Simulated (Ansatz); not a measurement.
Consider BN in the zinc blende structure (space group F-43m, No. 216; a = 3.606 Å). Axes: x, y, z lie along the cube axes.

Perturbation: biaxial strain +1.00 %, plane normal [001], relaxed out of plane (Cartesian); in-plane vectors clamped, the third vector and the atoms free.

Computed with PBEsol (Ansatz, an electronic-structure program, PAW, scalar-relativistic without spin-orbit coupling).

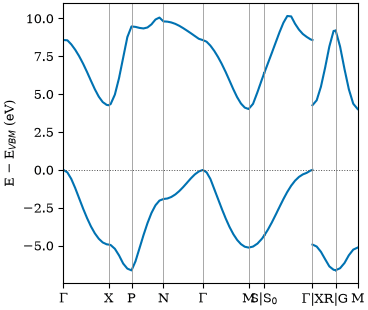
Highest valence and lowest conduction band along the path of the changed cell's own zone

Problem. From the figure, how large is the changed gap, and is it direct?

Solution. About 4.0 eV, indirect, Γ → M.

Semilocal Kohn–Sham gaps tend to fall short of experiment. Stability against distortions was not tested. Labels are those of the standard path for the cell's own space group.
